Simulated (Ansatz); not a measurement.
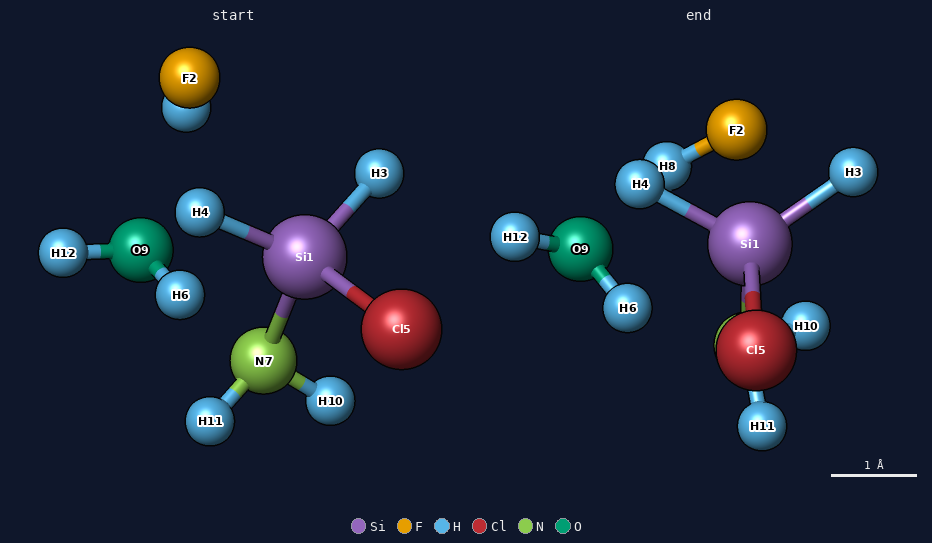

The structure of SiNH7OClF before (left) and after (right) a relaxation, at one scale.

Style: ball-and-stick. Shown from a free direction.

The run prepares an end point of a later path (reaction) calculation, from a guessed geometry.

The calculation used Ansatz, RKS PBE-D4/def2-SVP.

The input:
```yaml
crystal:
  periodic: [false, false, false]
  atoms:
    - { symbol: Si, position_ang: [-0.094457, 0.53419, -1.51516] }
    - { symbol: F, position_ang: [-0.11972, -2.220443, -0.37599] }
    - { symbol: H, position_ang: [1.120458, -0.293382, -1.750797] }
    - { symbol: H, position_ang: [-1.411562, -0.154522, -1.622632] }
    - { symbol: Cl, position_ang: [-0.080449, 2.045718, -2.976578] }
    - { symbol: H, position_ang: [0.3494, -0.275192, 1.871512] }
    - { symbol: "N", position_ang: [0.02523, 1.217872, 0.139195] }
    - { symbol: H, position_ang: [0.270427, -2.119329, 0.45043] }
    - { symbol: O, position_ang: [0.395307, -1.0698, 2.438797] }
    - { symbol: H, position_ang: [0.875357, 1.772723, 0.298566] }
    - { symbol: H, position_ang: [-0.782041, 1.789591, 0.410729] }
    - { symbol: H, position_ang: [-0.547949, -1.227327, 2.631928] }
basis:
  gaussian: { orbitals: def2-SVP }
hamiltonian:
  xc: pbe
  dispersion: d4
relax:
  f_tol: 0.03
  max_steps: 50
```

Launched with:
```bash
ansatz run input.yaml --threads 2 --pin off --max-ram 3072MiB --backend cpu --events-out ev --progress --plain --runs-dir out
```

Describe what moved and what it gained.

Cl5 moves most after the best rigid fit: 1.34 Å. Largest moves by element: Cl 1.34 Å, F 1.30 Å, H 1.14 Å, O 0.92 Å, N 0.45 Å, Si 0.37 Å. Near-neighbour distances that change, for instance: H8–O9 2.252 → 1.455 Å, Si1–F2 2.981 → 2.410 Å, F2–H8 0.919 → 1.014 Å, H6–O9 0.977 → 1.020 Å. Among the angles between lasting bonds that change: Cl5–Si1–N7 111.5° → 101.4°, H3–Si1–N7 107.7° → 116.1°, H4–Si1–N7 107.6° → 112.7°. Groups turn about Si1–N7 by about 70°. The energy falls by 0.543 eV in 32 accepted moves (36 points after the start). Largest force component: 1.5 eV/Å at the start, 0.027 eV/Å at the end. The line search rejected the trial steps at points 20, 27, 30, 35 of the run. The forces were under the threshold at step 8, but the run went on from there.
